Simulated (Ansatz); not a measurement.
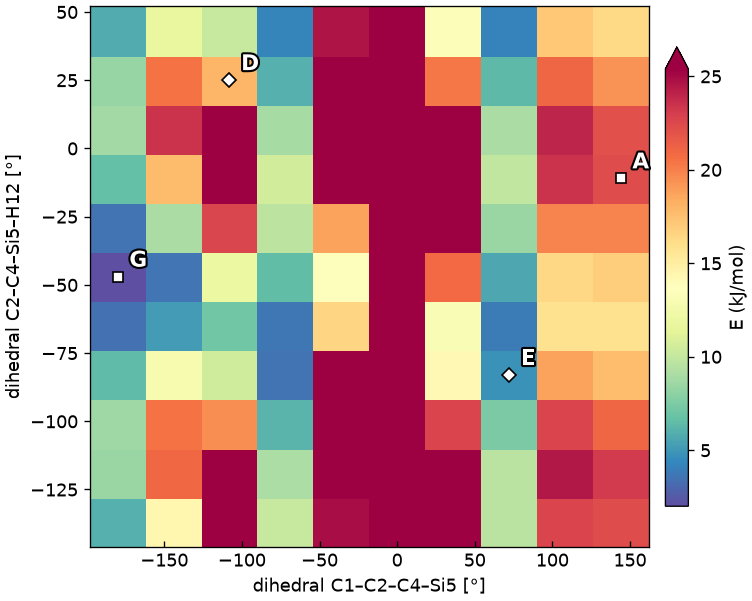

C₃H₉FSi, SMILES CC(F)C[SiH3]. First axis: dihedral C1–C2–C4–Si5. Second axis: dihedral C2–C4–Si5–H12. Nothing is relaxed (all other coordinates rigid). The grid has 10 × 11 points. Points are written as (first, second). Energies are in kJ/mol, from the relaxed molecule at the same level. Energies and slopes of some neighbouring points disagree (a jump in structure or state, or too coarse a mesh). These are results of RKS PBE-D4/def2-SVP in Ansatz, not measurements.

In the figure: one coloured cell a grid point, one colour for all values above the top of the scale, lettered points.

Q: Rank the lettered points by energy, lowest first.

A: G (2.0 kJ/mol), E (4.8 kJ/mol), D (18.0 kJ/mol), A (22.3 kJ/mol).
